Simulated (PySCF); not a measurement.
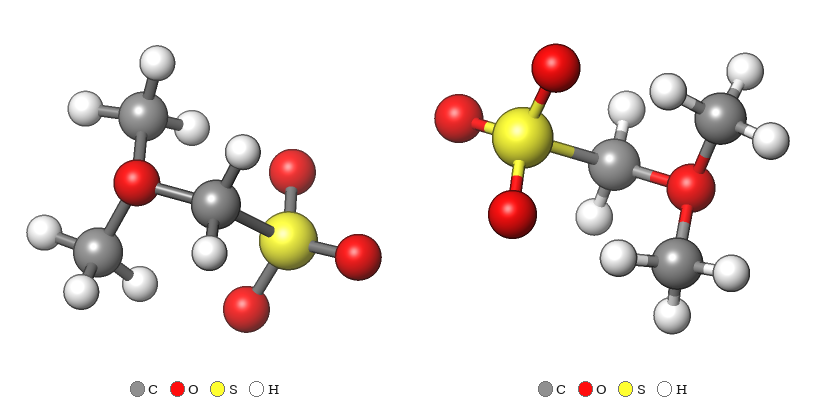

The same structure drawn twice, from different directions.

The geometry was computed by an optimisation with GFN2-xTB. No frequency run is at hand to confirm it as a minimum.

> Count the atoms of each element.

C₃H₈O₄S, 16 atoms: 3 carbon, 8 hydrogen, 4 oxygen and 1 sulfur.

> Does it have rings?

It has no ring.

> Give a SMILES string for it.

C[O+](C)CS(=O)(=O)[O-]

The parts below concern this one geometry. Atoms keep their numbers from picture to picture.

### Geometry

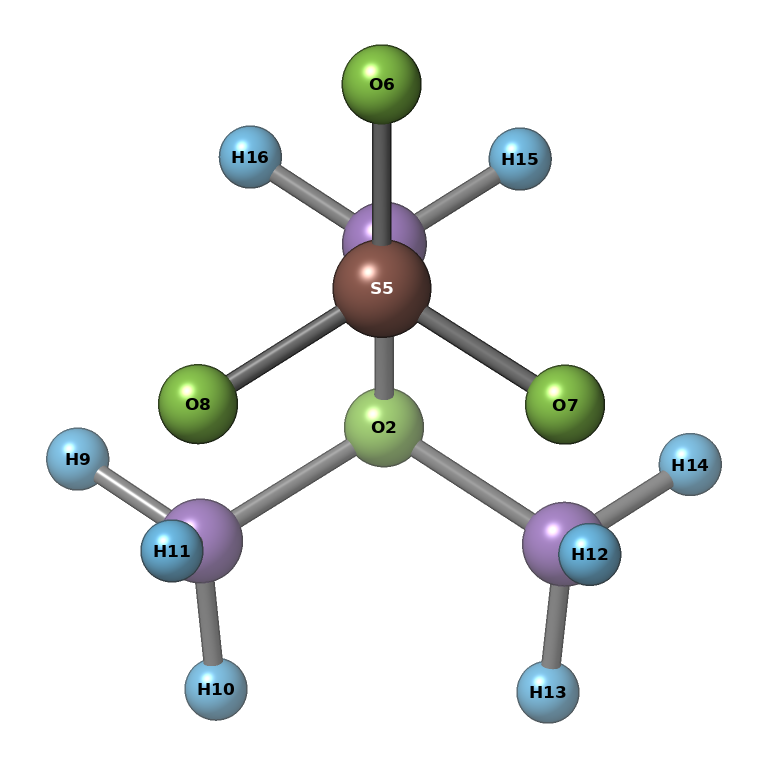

C4 lies behind S5. The molecule seen nearly along the S5–C4 bond, S5 in front. Atoms fade into the background with distance from the viewer. No frequency run is at hand to confirm it as a minimum.

> What is the torsion angle O6–S5–C4–O2? The sign is positive where the front bond must turn clockwise to cover the back bond.

180°, antiperiplanar (anti). The bonds about S5–C4 are staggered.

### Charges

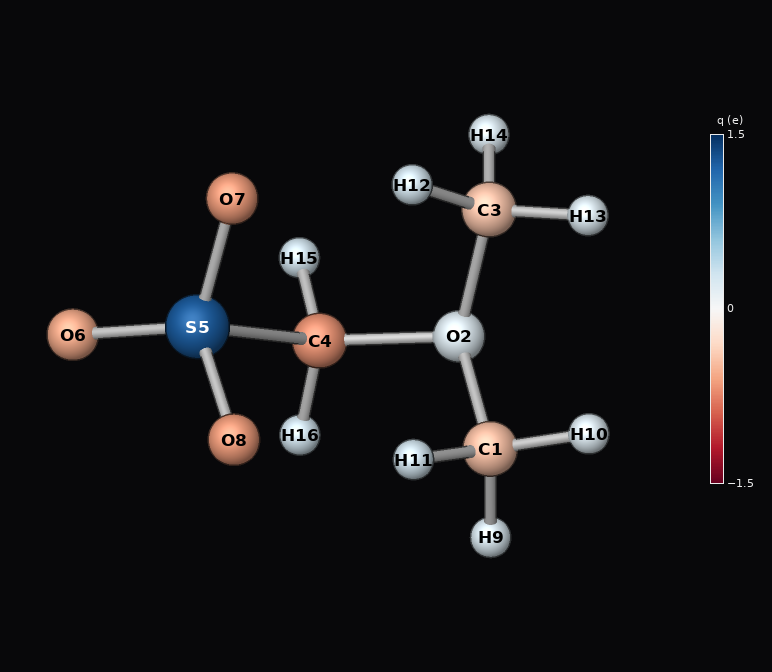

Atoms are coloured by their ESP-fitted charges. No frequency run is at hand to confirm it as a minimum. Level of theory: PBE0/pcSseg-1, gas phase (PySCF 2.14.0).

> Which atom carries the highest charge (most positive or least negative)?

S5 (1.25 e).

> And the lowest?

C4 (−0.66 e).

Give the ESP-fitted charges atom by atom.

```
atom  value (e)
  C1      −0.43
  O2       0.18
  C3      −0.42
  C4      −0.66
  S5       1.25
  O6      −0.56
  O7      −0.62
  O8      −0.63
  H9       0.21
 H10       0.19
 H11       0.28
 H12       0.26
 H13       0.19
 H14       0.21
 H15       0.28
 H16       0.28
```

### Dipole moment

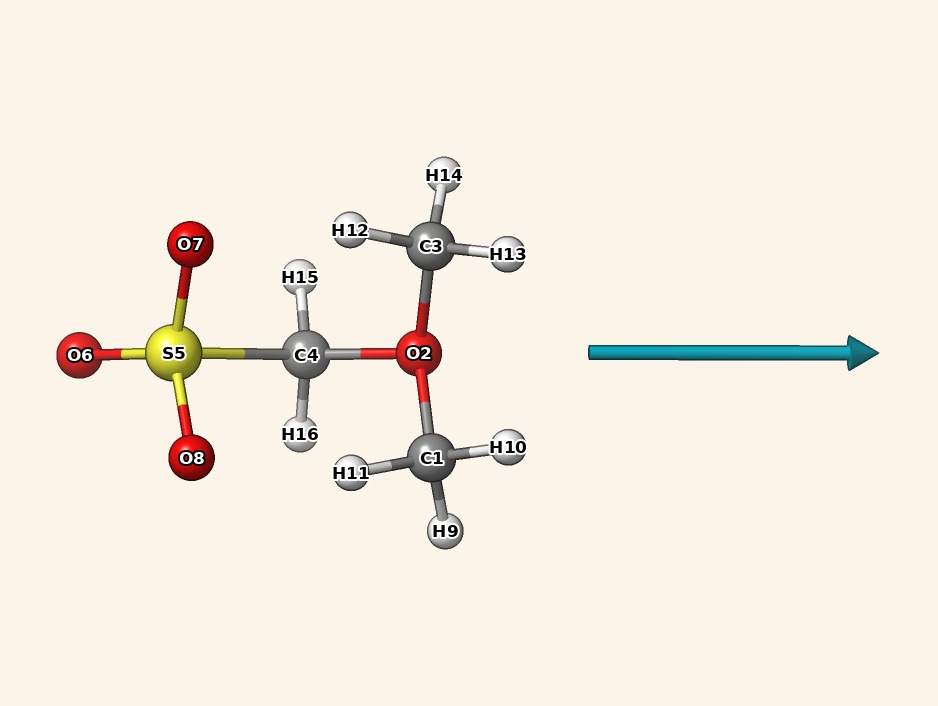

The arrow beside the molecule shows the direction of the dipole moment, from the negative to the positive end (its length means nothing). No frequency run is at hand to confirm it as a minimum. Method: PBE0/def2-SVPD, gas phase (PySCF 2.14.0).

> How large is the dipole moment?

9.65 D; it points from the side of O6 to the side of H10, H13 (the outermost atoms at the two ends).

### Quadrupole coupling

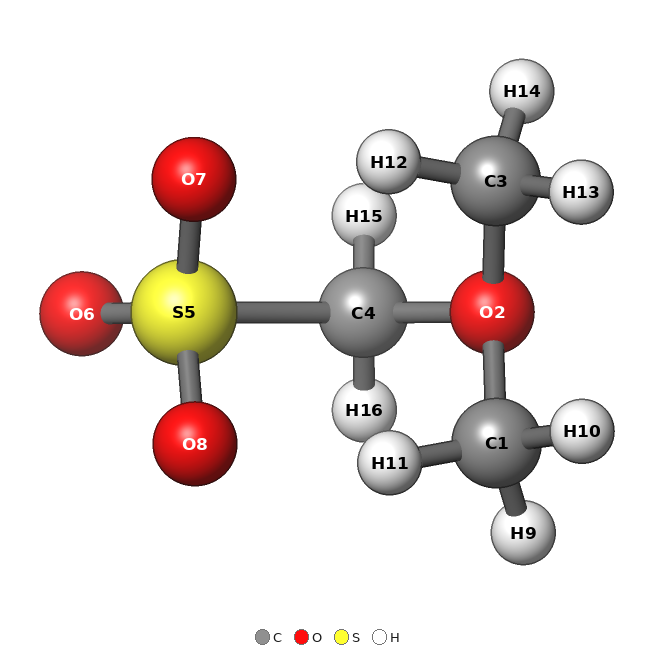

No frequency run is at hand to confirm it as a minimum. Electric field gradients from the ground-state density, PBE0/pcSseg-1 (PySCF 2.14.0), non-relativistic apart from any core potentials.

Give the largest field-gradient component, the quadrupole coupling constant and the asymmetry for 17O at O2 (Q = −25.6 mb), 33S at S5 (Q = −67.81 mb), 17O at O6 (Q = −25.6 mb), 17O at O7 (Q = −25.6 mb), 17O at O8 (Q = −25.6 mb), 2H at H9 (Q = 2.86 mb), 2H at H10 (Q = 2.86 mb), 2H at H11 (Q = 2.86 mb), 2H at H12 (Q = 2.86 mb).

```tsv
atom	V_zz (a.u.)	e²qQ/h (MHz)	η
O2	−1.947	11.71	0.05
S5	0.713	−11.36	0.27
O6	1.256	−7.56	0.44
O7	1.386	−8.34	0.27
O8	1.386	−8.34	0.27
H9	0.297	0.200	0.13
H10	0.302	0.203	0.14
H11	0.233	0.157	0.18
H12	0.234	0.157	0.19
```
